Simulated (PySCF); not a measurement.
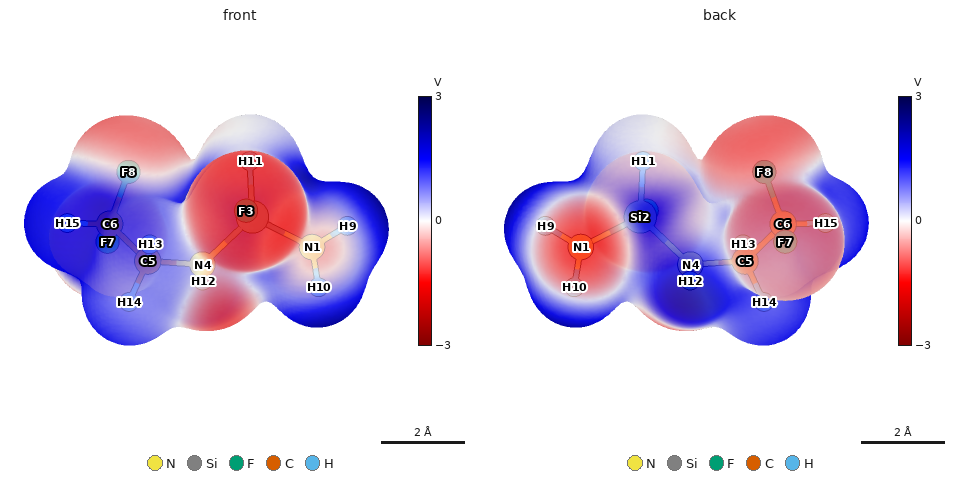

Figure 1: C$_{2}$H$_{7}$F$_{3}$N$_{2}$Si. The molecular electrostatic potential painted on the density surface at 0.004 e/bohr³, seen from the front and from behind; the colour scale runs from red (negative) to blue (positive).

Geometry: GFN2-xTB.

The calculation used PySCF 2.14.0, PBE0/pcSseg-1, SCF density, gas phase, non-relativistic.

```xyz
15

N    -2.6789   -0.0770   -0.8003
Si   -1.3375   -0.5018    0.1720
F    -1.4819   -0.1572    1.7502
N    -0.1011    0.5899   -0.3154
C     1.1082    0.7704    0.4335
C     2.1933   -0.2557    0.0937
F     2.4731   -0.2269   -1.2352
F     1.7812   -1.5174    0.3607
H    -3.5251   -0.6126   -0.7202
H    -2.8889    0.8939   -0.9634
H    -1.1498   -1.9374    0.1363
H     0.0556    0.6840   -1.3077
H     0.8830    0.6787    1.4968
H     1.5293    1.7639    0.2388
H     3.1350   -0.0869    0.6384
```

> Where is the surface potential most negative and most positive?

The most negative region (about −1.3 V) lies over N1 and F3, the most positive (about +2.2 V) over H9 and H10.
